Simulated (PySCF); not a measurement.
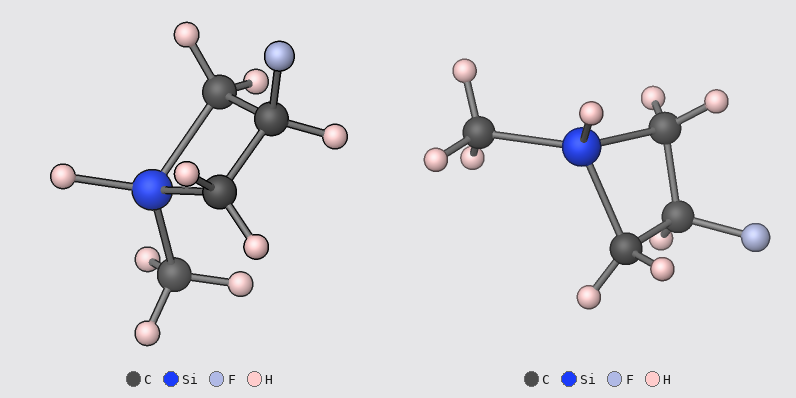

Both panels show the same species.

The computed structure is the end point of a GFN2-xTB optimisation. No frequency run is at hand to confirm it as a minimum.

Which formula does it have?

Answer. C4H9FSi, 15 atoms: 4 carbon, 9 hydrogen, 1 fluorine and 1 silicon.

Describe its rings.

Answer. Independent rings (smallest set): 1 of 4 members.

Name functional groups in it.

Answer. Among them: C–F bond, Si–H bond.

Write the SMILES.

Answer. C[Si@H]1C[C@H](F)C1

More results for the same structure follow; atom numbers are the same in all pictures, views and colours differ.

**Geometry**

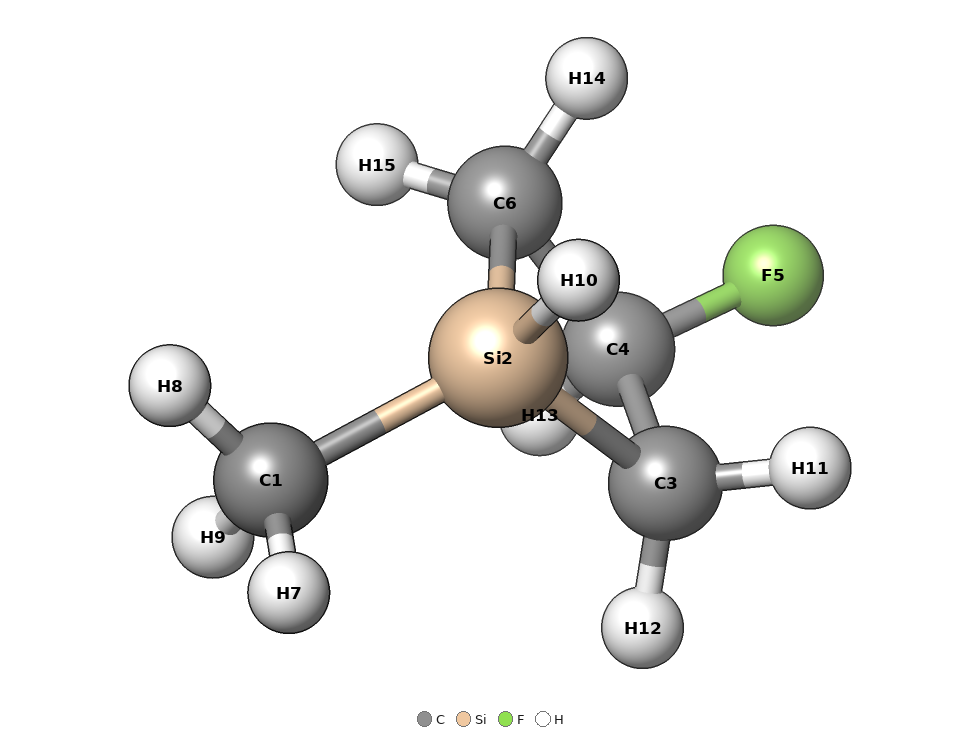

Numbered structure. No frequency run is at hand to confirm it as a minimum.

Which atoms are bonded, and how long are the bonds?

| bond | length (Å) | order |
| --- | --- | --- |
| C1–Si2 | 1.896 | single |
| C1–H7 | 1.085 | single |
| C1–H8 | 1.085 | single |
| C1–H9 | 1.086 | single |
| Si2–C3 | 1.916 | single |
| Si2–C6 | 1.916 | single |
| Si2–H10 | 1.466 | single |
| C3–C4 | 1.535 | single |
| C3–H11 | 1.087 | single |
| C3–H12 | 1.087 | single |
| C4–F5 | 1.381 | single |
| C4–C6 | 1.535 | single |
| C4–H13 | 1.095 | single |
| C6–H14 | 1.087 | single |
| C6–H15 | 1.087 | single |

**Charges**

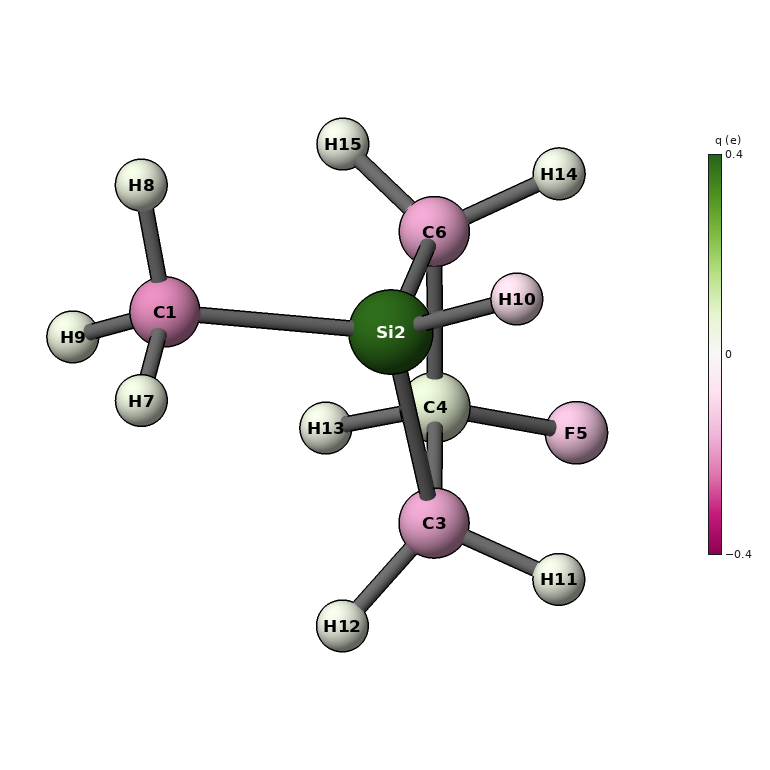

Atoms are coloured by their Hirshfeld charges. No frequency run is at hand to confirm it as a minimum. Method: PBE0/pcSseg-1, gas phase (PySCF 2.14.0).

Which atom carries the highest charge (most positive or least negative)?

Answer. Si2 (0.39 e).

And the lowest?

Answer. C1 (−0.21 e).

Give the Hirshfeld charges atom by atom.

```
atom  value (e)
  C1      −0.21
 Si2       0.39
  C3      −0.18
  C4       0.06
  F5      −0.13
  C6      −0.18
  H7       0.04
  H8       0.04
  H9       0.05
 H10      −0.08
 H11       0.04
 H12       0.04
 H13       0.04
 H14       0.04
 H15       0.04
```

**Ring current**

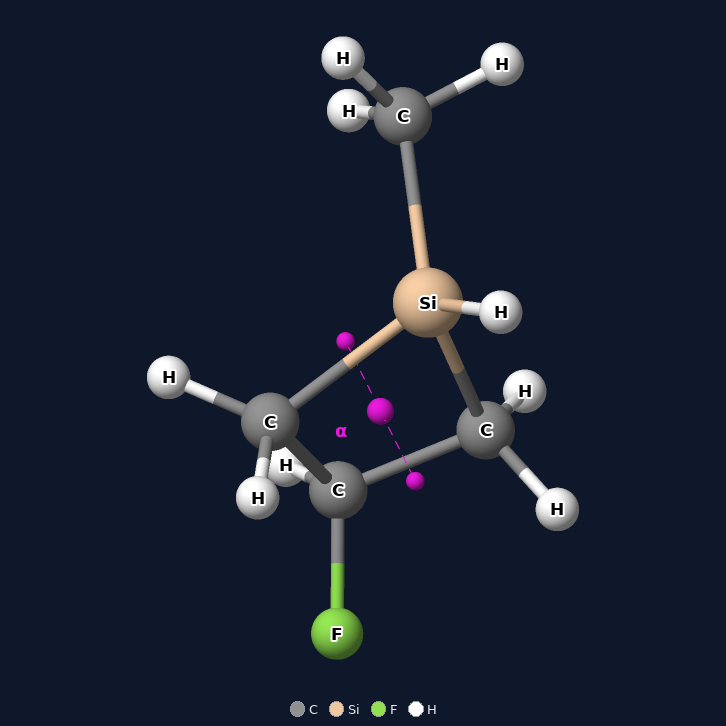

The small points mark where nucleus-independent chemical shifts (NICS) were computed: at the centre of each lettered ring and 1 Å above and below it. No frequency run is at hand to confirm it as a minimum. Method: GIAO PBE0/pcSseg-1 NMR shielding, non-relativistic, gas phase (PySCF 2.14.0).

Give NICS(0), NICS(1) and the out-of-plane component NICS(1)zz for each ring (means of the two sides).

| ring | members | NICS(0) | NICS(1) | NICS(1)zz |
| --- | --- | --- | --- | --- |
| α | C3Si | 0.3 | −1.3 | 4.1 |

Values in ppm.

**NMR shielding**

The questions are on isotropic NMR shieldings of the H atoms. No frequency run is at hand to confirm it as a minimum. Method: GIAO PBE0/pcSseg-1 NMR shielding, non-relativistic, gas phase (PySCF 2.14.0).

Which H atom is the most shielded (lowest chemical shift)?

Answer. H9 (31.50 ppm).

Which H atom is the least shielded (highest chemical shift)?

Answer. H13 (26.38 ppm).

How wide is the range of H shifts?

Answer. 5.12 ppm.

Give the isotropic NMR shieldings of the H atoms atom by atom.

| atom | σ (ppm) |
| --- | --- |
| H7 | 31.32 |
| H8 | 31.32 |
| H9 | 31.50 |
| H10 | 26.77 |
| H11 | 29.75 |
| H12 | 29.85 |
| H13 | 26.38 |
| H14 | 29.76 |
| H15 | 29.85 |

The geometry is semi-empirical. Around Si such bond lengths and angles can be off by a tenth of an ångström or more and by several degrees, and values that hang on the shape move with them.
